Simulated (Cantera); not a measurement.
Input: 1 mol Fe3O4, 5.7 mol CO, 1.4 mol N2, at 0.0710 bar.

Equilibrium computed with Cantera from the NASA thermochemical tables; the gas is ideal and each condensed phase is pure. Candidate condensed phases: C, Fe, Fe(CO)5, FeO, Fe2O3, Fe3O4; 27 gas species. The tables' stoichiometric FeO is somewhat more stable than real wüstite, so its field is too wide. FeO: taken at fixed stoichiometry. Equilibrium is a limit: real reactors are often held back by kinetics, nucleation or transport.

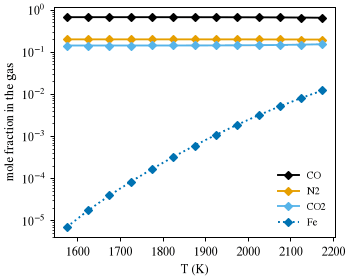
Fig. 1. Equilibrium gas composition (values under 1e-9 drawn at 1e-9)

Task: Read off the mole fractions at 2025 K.

Result: CO about 0.66, N2 about 0.20, CO2 about 0.14, Fe about 0.0031.
